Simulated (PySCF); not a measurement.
# B3H12Nd (Nd(BH4)3): the cost of one run

Method: several levels, as the steps say, no spin–orbit coupling; program: PySCF 2.14.0.

4 further runs of the same task are left out: 2 for a known fault of the program, 2 that didn't finish.

### 1 The system as given

16 atoms, charge 0, spin multiplicity 1.

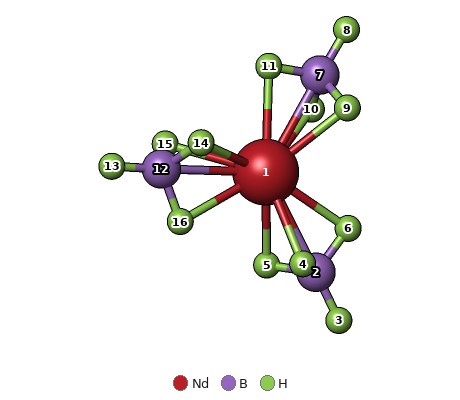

The structure; neodymium red, boron purple, hydrogen green; atoms are numbered from 1 in the order of the file.

As a file:

```
Nd    0.0000    0.0000    0.0000
B     2.5324    0.0120    0.0000
H     3.7367   -0.0093    0.0000
H     2.0198   -0.5741    0.9941
H     2.0198   -0.5741   -0.9941
H     2.0451    1.1652    0.0000
B    -1.2766    2.1871    0.0000
H    -1.8603    3.2407    0.0000
H    -0.5127    2.0363    0.9941
H    -0.5127    2.0363   -0.9941
H    -2.0316    1.1885    0.0000
B    -1.2558   -2.1991    0.0000
H    -1.8764   -3.2315    0.0000
H    -1.5071   -1.4621    0.9941
H    -1.5071   -1.4621   -0.9941
H    -0.0135   -2.3537    0.0000
```

Formal oxidation states: Nd +3. Each metal's 3 4f electrons lie in its core potential, so multiplicities, spins and levels count the valence alone. An earlier session relaxed this geometry at TPSS, Nd lcecp-1-SVP with ECP49, B def2-SVP, H def2-SVP (singlet, point group C3h).

At TPSS on the finer grid: E = -115.748516 Eh, HOMO -8.33 eV, LUMO -3.40 eV, Mulliken charge on Nd1 +0.62 e, largest force component 0.006 eV/Å. 

Levels to run: PBE; B3LYP; r2SCAN; BP86; TPSS, TZVP. Hardware: 4 threads of Intel Xeon Platinum 8259CL at 2.50GHz (Skylake/Cascade Lake), shared host.

### 2 PBE

run.py (the lines that set the calculation) reads:

```python
mol = gto.M(atom='''
Nd     0.00000     0.00000     0.00000
B      2.53238     0.01201     0.00000
H      3.73674    -0.00927     0.00000
H      2.01979    -0.57413     0.99407
H      2.01979    -0.57413    -0.99407
H      2.04506     1.16518     0.00000
B     -1.27659     2.18710     0.00000
H     -1.86034     3.24074     0.00000
H     -0.51268     2.03626     0.99407
H     -0.51268     2.03626    -0.99407
H     -2.03160     1.18848     0.00000
B     -1.25579    -2.19911     0.00000
H     -1.87639    -3.23148     0.00000
H     -1.50711    -1.46213     0.99407
H     -1.50711    -1.46213    -0.99407
H     -0.01345    -2.35366     0.00000''',
    basis={'Nd': 'lcecp-1-SVP', 'B': 'def2-SVP', 'H': 'def2-SVP'},
    ecp={'Nd': 'lcecp-1-SVP'},
    charge=0, spin=0)
mf = dft.RKS(mol, xc='PBE')
mf.grids.atom_grid = (75, 302)  # f atoms: unpruned, at least (60, 302)
mf = mf.density_fit()  # fitting sets: Nd AutoAux, B def2-universal-JKFIT, H def2-universal-JKFIT
mf.conv_tol = 1e-08; mf.max_cycle = 55
mf.kernel(dm0)  # dm0: the density of the relaxed state
```

On the command line:

```sh
$ OMP_NUM_THREADS=4 python run.py
```

**Question.** How long does this run take on 4 threads of Intel Xeon Platinum 8259CL at 2.50GHz (Skylake/Cascade Lake), shared host?

About 19 s.
